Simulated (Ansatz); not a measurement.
The structure below was relaxed with Kohn–Sham DFT with the r2SCAN functional, run in Ansatz (a first-principles code) with PAW and 500 eV plane waves, no spin-orbit coupling, at pressure 60 GPa.

```xyz
3
Lattice="0.0000 2.6393 2.6393 2.6393 0.0000 2.6393 2.6393 2.6393 0.0000" Properties=species:S:1:pos:R:3 pbc="T T T"
Pb     0.0000     0.0000     0.0000
F      1.3197     1.3197     1.3197
F      3.9590     3.9590     3.9590
```

Question: Find the space group and the Wyckoff positions.

Answer: Space group Fm-3m (No. 225); a = 5.2787 Å, b = 5.2787 Å, c = 5.2787 Å, α = 90.00°, β = 90.00°, γ = 90.00°

```json
[
 {"atom": "Pb", "site": "4a", "symmetry": "m-3m", "x": "0.0000", "y": "0.0000", "z": "0.0000"},
 {"atom": "F", "site": "8c", "symmetry": "-43m", "x": "0.2500", "y": "0.2500", "z": "0.2500"}
]
```

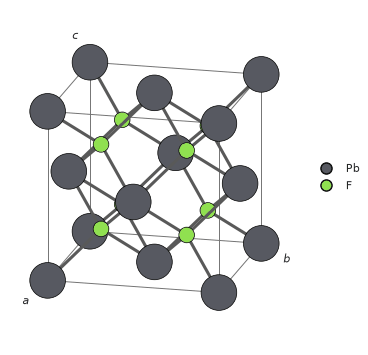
Figure: The conventional cell

Load acts through the strain it causes; cell and atoms are relaxed under it. No phonon test of stability was made. No other phases were tried under pressure. The cell was made from PbF2 in the fluorite structure (space group Fm-3m, No. 225) by this change: pressure 60 GPa.
